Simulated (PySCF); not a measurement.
B(Me)(OH)(NH2), SMILES CB(N)O (CH6BNO) at its PBE0/def2-SVP optimised geometry (Å):

```
10

B     -0.1367     0.0814     0.0000
C      1.4492     0.0814     0.0000
H      1.8894    -0.9270    -0.0123
H      1.8410     0.6011     0.8912
H      1.8424     0.6236    -0.8770
O     -0.8579     1.2544     0.0000
H     -0.2922     2.0295    -0.0005
N     -0.8781    -1.1137     0.0011
H     -1.8894    -1.1161     0.0027
H     -0.4562    -2.0295     0.0013
```

Computed with PBE0/def2-TZVP run with PySCF.

Map of the HOMO amplitude (bohr^(-3/2)) on the plane z = 1.5 Å; orbital energy -7.56 eV, overall sign arbitrary:

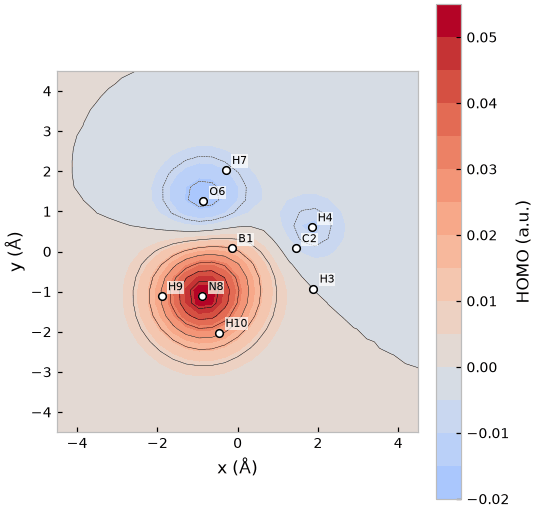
Figure. HOMO amplitude (bohr^(-3/2)) on the plane z = 1.5 Å.
